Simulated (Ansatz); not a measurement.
# H₃O (doublet): correlated methods under varied settings at distance O1–H3 along a hydrogen transfer = 1.162 Å

Aim: run H₃O (doublet) at one geometry under a spread of methods and options, and see what each costs and gives.

Method: the settings change from run to run; program: Ansatz 0.2.0, Gaussian basis.

10 further runs of the same task are left out: 2 for a mislabelled method, 4 that didn't finish, 4 set aside as unsound or not needed.

## Step 1: What is computed

The geometry derives from fragments relaxed apart (PBE0/def2-TZVP) and kept rigid, so it is no stationary point. A hydrogen atom is moved between rigid fragments.

4 atoms, charge 0, spin multiplicity 2.

Atoms are counted from 1 here; the program's logs count them from 0.

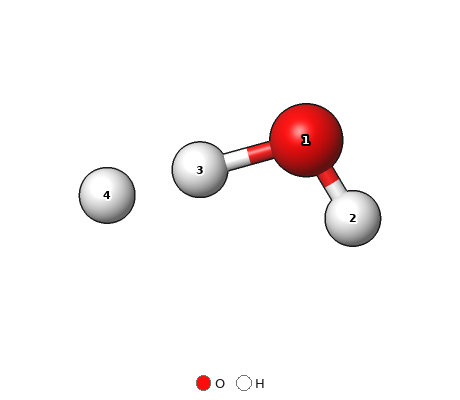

The geometry (oxygen red, hydrogen white); atoms are numbered from 1 in the order of the file.

As a file:

```xyz
4
charge 0, multiplicity 2
O    -0.16371   -0.04909    0.00000
H    -0.41302    0.87748    0.00000
H     0.99829   -0.04909    0.00000
H     2.01329   -0.04909    0.00000
```

## Step 2: NEVPT2(1,6)/6-31G*

Input file in.yaml:

```yaml
crystal:
  periodic: [false, false, false]
  atoms:
    - {symbol: O, position_ang: [-0.163706, -0.049094, 0.000000]}
    - {symbol: H, position_ang: [-0.413016, 0.877481, 0.000000]}
    - {symbol: H, position_ang: [0.998294, -0.049094, 0.000000]}
    - {symbol: H, position_ang: [2.013294, -0.049094, 0.000000]}
basis:
  gaussian: {orbitals: "6-31G*"}
magnetization: {spin_polarized: false, initial_magnetization: 1}
hamiltonian: {pseudopotentials: {relativity: none}}
correlation: {method: sc_nevpt2, electrons: all, active_space: {window: {electrons: 1, orbitals: 6}}}
scf: {lower_state_search: off}
```

Launch:

```bash
$ ansatz run in.yaml --threads 1 --pin off --events-out ev --progress --plain --max-ram 2393MiB
```

Output:

```text
Functional definition: HF
  name "HF"
  cite "Fock, Z. Phys. 61, 126 (1930) doi:10.1007/BF01340294"
  parent pbe
  exchange = exact_x
  correlation = 0
these checks for a lower state are left out or cut short: stability, starts, cluster_reference, orbital_swaps, neighbouring_geometries, increment
221 factors; integrals over basis functions are off by at most 8.4e-4 eV
mean field evaluation 1: about -2078.5499 eV, gradient 2.8e1 eV
mean field evaluation 2: about -2078.5509 eV, gradient 2.8e1 eV
mean field evaluation 4: about -2080.3778 eV, gradient 1.9e0 eV
mean field evaluation 8: about -2080.4284 eV, gradient 3.1e-1 eV
mean field -2080.43060835 eV, -76.4544146904 hartree, gradient 2.4e-6 eV, S^2 0.750000; 0 other end points of the search recorded, 0 dependent functions left out
reference -2080.43060835 eV, -76.4544146904 hartree; 6, 5 occupied and 15, 16 virtual orbitals, 221 factors
state -2080.43060835 eV, -76.4544146904 hartree
state -2080.43060835 eV, -76.4544146904 hartree; corrected -2085.83839331 eV, -76.6531471222 hartree
WARN: 5 active orbitals are nearly empty or full. The corrections depend on them more than the energy does, and are more stable in an active space without them
Total energy: -2085.83839331 eV, -76.6531471222 hartree
Checks for a lower state left out: stability, starts, cluster_reference, orbital_swaps, neighbouring_geometries, increment
```

It took 0.12 s on 1 thread of Arm Neoverse V1, shared host.

From the report: 6 determinants; active occupations 1.00, 0.00, 0.00, 0.00, 0.00, 0.00. The report marks this result as in doubt.

## Step 3: HF/6-31G

Input file in.yaml:

```yaml
crystal:
  periodic: [false, false, false]
  atoms:
    - {symbol: O, position_ang: [-0.163706, -0.049094, 0.000000]}
    - {symbol: H, position_ang: [-0.413016, 0.877481, 0.000000]}
    - {symbol: H, position_ang: [0.998294, -0.049094, 0.000000]}
    - {symbol: H, position_ang: [2.013294, -0.049094, 0.000000]}
basis:
  gaussian: {orbitals: 6-31G}
magnetization: {spin_polarized: true, initial_magnetization: 1}
hamiltonian: {xc: hf}
output: {forces: true, orbitals: {seedname: orbitals}}
```

Same command.

Output, shortened:

```text
Functional definition: HF
  name "HF"
  cite "Fock, Z. Phys. 61, 126 (1930) doi:10.1007/BF01340294"
  parent pbe
[...]
171 factors; integrals over basis functions are off by at most 6.6e-4 eV
[...]
mean field -2080.19179878 eV, -76.4456386005 hartree, gradient 3.2e-5 eV, S^2 0.800867; 0 other end points of the search recorded, 0 dependent functions left out
[...]
reference -2080.19179878 eV, -76.4456386005 hartree; 6, 5 occupied and 9, 10 virtual orbitals, 171 factors
Total energy: -2080.19179878 eV, -76.4456386005 hartree
Atom 0 at    -0.163706    -0.049094     0.000000 Å, force     1.260589    -0.004258    -0.000000 eV/Å
Atom 1 at    -0.413016     0.877481     0.000000 Å, force    -0.007101     0.067070     0.000000 eV/Å
Atom 2 at     0.998294    -0.049094     0.000000 Å, force    -1.254059    -0.144713    -0.000000 eV/Å
Atom 3 at     2.013294    -0.049094     0.000000 Å, force     0.000571     0.081901     0.000000 eV/Å
Dipole moment:     0.184030     0.428050    -0.000000 e Å
```

Run time: 0.09 s. Hardware: 1 thread of Arm Neoverse V1, shared host.

From the report: ⟨S²⟩ of the determinant 0.801 (pure doublet: 0.75).

## Step 4: MRCISD+Q(relaxed)(3,2)/cc-pVDZ

in.yaml, as its differences from that of step 3:

```diff
@@ -8,5 +8,4 @@
 basis:
-  gaussian: {orbitals: 6-31G}
-magnetization: {spin_polarized: true, initial_magnetization: 1}
-hamiltonian: {xc: hf}
-output: {forces: true, orbitals: {seedname: orbitals}}
+  gaussian: {orbitals: cc-pVDZ}
+magnetization: {spin_polarized: false, initial_magnetization: 1}
+correlation: {method: fic_mrcisd_q_relaxed, electrons: all, active_space: {window: {electrons: 3, orbitals: 2}}}
```

The command is unchanged.

Output, shortened:

```text
Functional definition: HF
  name "HF"
  cite "Fock, Z. Phys. 61, 126 (1930) doi:10.1007/BF01340294"
  parent pbe
[...]
259 factors; integrals over basis functions are off by at most 1.7e-3 eV
[...]
mean field -2080.93062253 eV, -76.4727898727 hartree, gradient 1.9e-6 eV, S^2 0.750000; 4 other end points of the search recorded, 0 dependent functions left out
reference -2080.93062253 eV, -76.4727898727 hartree; 6, 5 occupied and 23, 24 virtual orbitals, 259 factors
state -2080.93062253 eV, -76.4727898727 hartree
contracted CI cycle   1: correlation 0.00000000 eV, 0.0000000000 hartree, residual 2.74e1 eV
contracted CI cycle   2: correlation -5.90004387 eV, -0.2168226129 hartree, residual 4.04e0 eV
contracted CI cycle   3: correlation -6.09540190 eV, -0.2240018883 hartree, residual 1.13e0 eV
contracted CI cycle   4: correlation -6.11306051 eV, -0.2246508300 hartree, residual 3.50e-1 eV
contracted CI cycle   5: correlation -6.11549165 eV, -0.2247401730 hartree, residual 1.67e-1 eV
contracted CI cycle   6: correlation -6.11599049 eV, -0.2247585048 hartree, residual 6.73e-2 eV
contracted CI cycle   7: correlation -6.11605523 eV, -0.2247608840 hartree, residual 2.19e-2 eV
contracted CI cycle   8: correlation -6.11606147 eV, -0.2247611133 hartree, residual 6.02e-3 eV
contracted CI cycle   9: correlation -6.11606206 eV, -0.2247611350 hartree, residual 2.31e-3 eV
contracted CI cycle  10: correlation -6.11606213 eV, -0.2247611378 hartree, residual 7.91e-4 eV
state -2080.93062253 eV, -76.4727898727 hartree; corrected -2087.47678807 eV, -76.7133570189 hartree
WARN: 1 active orbitals are nearly empty or full. The corrections depend on them more than the energy does, and are more stable in an active space without them
Total energy: -2087.47678807 eV, -76.7133570189 hartree
```

Run time: 0.48 s. Hardware: 1 thread of Arm Neoverse V1, shared host.

From the report: 1 determinant; active occupations 2.00, 1.00. The report marks this result as in doubt.

## Step 5: CCSDT(Q) on UHF/6-31G

Input file in.yaml:

```yaml
crystal:
  periodic: [false, false, false]
  atoms:
    - {symbol: O, position_ang: [-0.163706, -0.049094, 0.000000]}
    - {symbol: H, position_ang: [-0.413016, 0.877481, 0.000000]}
    - {symbol: H, position_ang: [0.998294, -0.049094, 0.000000]}
    - {symbol: H, position_ang: [2.013294, -0.049094, 0.000000]}
basis:
  gaussian: {orbitals: 6-31G}
magnetization: {spin_polarized: true, initial_magnetization: 1}
correlation: {method: ccsdt_q, electrons: outside_noble_gas, diis_vectors: 2}
```

Launched as before.

Output, shortened:

```text
Functional definition: HF
  name "HF"
  cite "Fock, Z. Phys. 61, 126 (1930) doi:10.1007/BF01340294"
  parent pbe
[...]
269 factors; integrals over basis functions are off by at most 2.2e-8 eV
[...]
mean field -2080.19184356 eV, -76.4456402460 hartree, gradient 2.5e-6 eV, S^2 0.800867; 4 other end points of the search recorded, 0 dependent functions left out
determinant -2080.19184356 eV, -76.4456402460 hartree, with singles and doubles -2084.08543462 eV, -76.5887270783 hartree
determinant -2078.66289133 eV, -76.3894522882 hartree, with singles and doubles -2081.99667262 eV, -76.5119664909 hartree
1 core orbitals not correlated: weight in the atoms' cores, before any rotation towards them, 1.000 or more for the frozen orbitals, at most 0.000 for the correlated occupied ones
reference -2080.19184356 eV, -76.4456402460 hartree; 5, 4 occupied and 9, 10 virtual orbitals, 269 factors
second order -3.52111585 eV of doubles, -0.00000000 eV of singles
cycle   1  -3.64237185 eV  change   -1.2e-1 eV  update   5.6e-2
[...]
cycle  19  -3.94008017 eV  change   -5.1e-7 eV  update   5.6e-7
perturbative correction -0.01373394 eV, -0.0005047129 hartree
Total energy: -2084.14565766 eV, -76.5909402344 hartree
```

Run time: 2 s. Hardware: 1 thread of Arm Neoverse V1, shared host.

From the report: ⟨S²⟩ of the determinant 0.801 (pure doublet: 0.75); correlation -3.9538 eV; T1 0.019; largest double amplitude 0.07.

## Step 6: MP2 on UHF/6-31G

in.yaml, as its differences from that of step 5:

```diff
@@ -10,2 +10,4 @@
 magnetization: {spin_polarized: true, initial_magnetization: 1}
-correlation: {method: ccsdt_q, electrons: outside_noble_gas, diis_vectors: 2}
+correlation: {method: mp2, electrons: outside_noble_gas}
+scf: {lower_state_search: light}
+output: {forces: true}
```

Launched as before.

Output, shortened:

```text
Functional definition: HF
  name "HF"
  cite "Fock, Z. Phys. 61, 126 (1930) doi:10.1007/BF01340294"
  parent pbe
[...]
171 factors; integrals over basis functions are off by at most 6.6e-4 eV
[...]
mean field -2080.19179878 eV, -76.4456386005 hartree, gradient 2.5e-6 eV, S^2 0.800867; 4 other end points of the search recorded, 0 dependent functions left out
1 core orbitals not correlated: weight in the atoms' cores, before any rotation towards them, 1.000 or more for the frozen orbitals, at most 0.000 for the correlated occupied ones
reference -2080.19179878 eV, -76.4456386005 hartree; 5, 4 occupied and 9, 10 virtual orbitals, 171 factors
second order -3.52104286 eV of doubles, -0.00000000 eV of singles
[...]
Total energy: -2083.71284164 eV, -76.5750345388 hartree
Atom 0 at    -0.163706    -0.049094     0.000000 Å, force     2.890031    -1.171187     0.000000 eV/Å
Atom 1 at    -0.413016     0.877481     0.000000 Å, force    -0.357082     1.253722     0.000000 eV/Å
Atom 2 at     0.998294    -0.049094     0.000000 Å, force    -3.182621    -0.158995    -0.000000 eV/Å
Atom 3 at     2.013294    -0.049094     0.000000 Å, force     0.649672     0.076461     0.000000 eV/Å
Dipole moment:     0.283219     0.406257    -0.000000 e Å
```

It took 0.12 s on 1 thread of Arm Neoverse V1, shared host.

From the report: ⟨S²⟩ of the determinant 0.801 (pure doublet: 0.75).

## Step 7: CCSD on UHF/def2-TZVP

in.yaml, as its differences from that of step 6:

```diff
@@ -8,6 +8,5 @@
 basis:
-  gaussian: {orbitals: 6-31G}
+  gaussian: {orbitals: def2-TZVP}
 magnetization: {spin_polarized: true, initial_magnetization: 1}
-correlation: {method: mp2, electrons: outside_noble_gas}
-scf: {lower_state_search: light}
-output: {forces: true}
+hamiltonian: {pseudopotentials: {relativity: scalar}}
+correlation: {method: ccsd, electrons: valence}
```

Same command.

Output, shortened:

```text
Functional definition: HF
  name "HF"
  cite "Fock, Z. Phys. 61, 126 (1930) doi:10.1007/BF01340294"
  parent pbe
[...]
356 factors; integrals over basis functions are off by at most 1.3e-3 eV
[...]
mean field -2083.45669781 eV, -76.5656214269 hartree, gradient 4.9e-6 eV, S^2 0.798094; 4 other end points of the search recorded, 0 dependent functions left out
determinant -2083.45669781 eV, -76.5656214269 hartree, with singles and doubles -2090.91195232 eV, -76.8395969767 hartree
determinant -2081.90665631 eV, -76.5086584523 hartree, with singles and doubles -2088.71116061 eV, -76.7587193733 hartree
1 core orbitals not correlated: weight in the atoms' cores, before any rotation towards them, 1.000 or more for the frozen orbitals, at most 0.000 for the correlated occupied ones
reference -2083.45669781 eV, -76.5656214269 hartree; 5, 4 occupied and 43, 44 virtual orbitals, 356 factors
second order -7.05544735 eV of doubles, -0.00000000 eV of singles
cycle   1  -7.42143003 eV  change   -6.8e-1 eV  update   1.5e-2
[...]
cycle   8  -7.43869141 eV  change   -6.7e-7 eV  update   8.4e-6
Total energy: -2090.89538922 eV, -76.8389882939 hartree
Relativity: scalar
```

Wall time 1.1 s (1 thread of Arm Neoverse V1, shared host).

From the report: ⟨S²⟩ of the determinant 0.798 (pure doublet: 0.75); correlation -7.4387 eV; T1 0.020; largest double amplitude 0.05.

## Step 8: MP2 on ROHF/def2-TZVP

in.yaml, as its differences from that of step 7:

```diff
@@ -9,4 +9,3 @@
   gaussian: {orbitals: def2-TZVP}
-magnetization: {spin_polarized: true, initial_magnetization: 1}
-hamiltonian: {pseudopotentials: {relativity: scalar}}
-correlation: {method: ccsd, electrons: valence}
+magnetization: {spin_polarized: false, initial_magnetization: 1}
+correlation: {method: mp2, electrons: all}
```

The command is unchanged.

Output:

```text
Functional definition: HF
  name "HF"
  cite "Fock, Z. Phys. 61, 126 (1930) doi:10.1007/BF01340294"
  parent pbe
  exchange = exact_x
  correlation = 0
356 factors; integrals over basis functions are off by at most 1.3e-3 eV
mean field evaluation 1: about -2079.6156 eV, gradient 3.0e1 eV
mean field evaluation 2: about -2079.6160 eV, gradient 3.0e1 eV
mean field evaluation 4: about -2081.7266 eV, gradient 2.1e0 eV
mean field evaluation 8: about -2081.8012 eV, gradient 3.9e-1 eV
mean field evaluation 16: about -2080.4228 eV, gradient 5.8e-2 eV
mean field evaluation 32: about -2080.4217 eV, gradient 3.1e-5 eV
mean field -2081.80419559 eV, -76.5048930903 hartree, gradient 3.1e-6 eV, S^2 0.750000; 4 other end points of the search recorded, 0 dependent functions left out
mean field evaluation 64: about -2080.5603 eV, gradient 1.9e-2 eV
reference -2081.80419559 eV, -76.5048930903 hartree; 6, 5 occupied and 43, 44 virtual orbitals, 356 factors
second order -7.90458432 eV of doubles, -0.10992407 eV of singles
Total energy: -2089.81870397 eV, -76.7994208409 hartree
```

Wall time 0.42 s (1 thread of Arm Neoverse V1, shared host).

## Step 9: MRCISD+Q(relaxed)(7,7)/6-31G

in.yaml, as its differences from that of step 8:

```diff
@@ -8,4 +8,4 @@
 basis:
-  gaussian: {orbitals: def2-TZVP}
+  gaussian: {orbitals: 6-31G}
 magnetization: {spin_polarized: false, initial_magnetization: 1}
-correlation: {method: mp2, electrons: all}
+correlation: {method: fic_mrcisd_q_relaxed, electrons: valence, active_space: {window: {electrons: 7, orbitals: 7}, states: [{multiplicity: 2, weights: [1, 1]}], root: 0}}
```

Same command.

Output, shortened:

```text
Functional definition: HF
  name "HF"
  cite "Fock, Z. Phys. 61, 126 (1930) doi:10.1007/BF01340294"
  parent pbe
[...]
269 factors; integrals over basis functions are off by at most 2.2e-8 eV
[...]
mean field -2079.84622949 eV, -76.4329391634 hartree, gradient 1.4e-6 eV, S^2 0.750000; 4 other end points of the search recorded, 0 dependent functions left out
reference -2079.84622949 eV, -76.4329391634 hartree; 6, 5 occupied and 9, 10 virtual orbitals, 269 factors
state -2082.46374781 eV, -76.5291311873 hartree
state -2080.19806121 eV, -76.4458687405 hartree
contracted CI cycle   1: correlation 0.00000000 eV, 0.0000000000 hartree, residual 1.17e1 eV
contracted CI cycle   2: correlation -1.56509267 eV, -0.0575160947 hartree, residual 2.40e0 eV
contracted CI cycle   3: correlation -1.63491403 eV, -0.0600819823 hartree, residual 9.77e-1 eV
[...]
contracted CI cycle   4: correlation -1.80115420 eV, -0.0661911958 hartree, residual 5.01e-1 eV
contracted CI cycle   5: correlation -1.80448154 eV, -0.0663134734 hartree, residual 2.67e-1 eV
contracted CI cycle   6: correlation -1.80577464 eV, -0.0663609941 hartree, residual 1.40e-1 eV
contracted CI cycle   7: correlation -1.80609841 eV, -0.0663728925 hartree, residual 7.13e-2 eV
contracted CI cycle   8: correlation -1.80617675 eV, -0.0663757713 hartree, residual 3.30e-2 eV
contracted CI cycle   9: correlation -1.80619252 eV, -0.0663763508 hartree, residual 1.31e-2 eV
contracted CI cycle  10: correlation -1.80619495 eV, -0.0663764402 hartree, residual 5.02e-3 eV
contracted CI cycle  11: correlation -1.80619527 eV, -0.0663764521 hartree, residual 2.09e-3 eV
contracted CI cycle  12: correlation -1.80619533 eV, -0.0663764540 hartree, residual 1.00e-3 eV
state -2080.19806121 eV, -76.4458687405 hartree; corrected -2082.05117890 eV, -76.5139695597 hartree
Total energy: -2084.15358198 eV, -76.5912314478 hartree
```

It took 7.5 s on 1 thread of Arm Neoverse V1, shared host.

From the report: 625 determinants; active occupations (of the averaged states) 1.98, 1.97, 1.49, 1.48, 0.04, 0.03, 0.01.

## Step 10: The runs in one table

Where basis and cores are those of an earlier FCI/6-31G run (-2084.1455 eV), and the state is the same kind, the miss against it is given. † marks a result that the program doubts.

| level | correlated | functions | energy (eV) | from FCI (meV) | time |
| --- | --- | --- | --- | --- | --- |
| NEVPT2(1,6)/6-31G* † | all | 21 | -2085.8384 |  | 0.12 s |
| HF/6-31G |  | 15 | -2080.1918 | 3953.7 | 0.09 s |
| MRCISD+Q(relaxed)(3,2)/cc-pVDZ † | all | 29 | -2087.4768 |  | 0.48 s |
| CCSDT(Q) on UHF/6-31G | outside noble gas | 15 | -2084.1457 | -0.2 | 2 s |
| MP2 on UHF/6-31G | outside noble gas | 15 | -2083.7128 | 432.7 | 0.12 s |
| CCSD on UHF/def2-TZVP (relativity set) | valence | 49 | -2090.8954 |  | 1.1 s |
| MP2 on ROHF/def2-TZVP | all | 49 | -2089.8187 |  | 0.42 s |
| MRCISD+Q(relaxed)(7,7)/6-31G (lowest root of an average) | valence | 15 | -2084.1536 |  | 7.5 s |

## Step 11: Results

| quantity | value |
| --- | --- |
| runs | 8 |
| quickest | HF/6-31G, 0.09 s |
| slowest | MRCISD+Q(relaxed)(7,7)/6-31G (lowest root of an average), 7.5 s |

What this shows: Total energies in different bases, with other cores or another treatment of relativity can't be set against each other. MRCISD+Q(relaxed)(7,7)/6-31G (lowest root of an average) took 84 times as long as HF/6-31G; the jobs differ in more than the method. Among the correlated runs with a miss given, it spans -0 to +433 meV. Hartree-Fock, CASSCF and CASCI lack dynamic correlation by design.
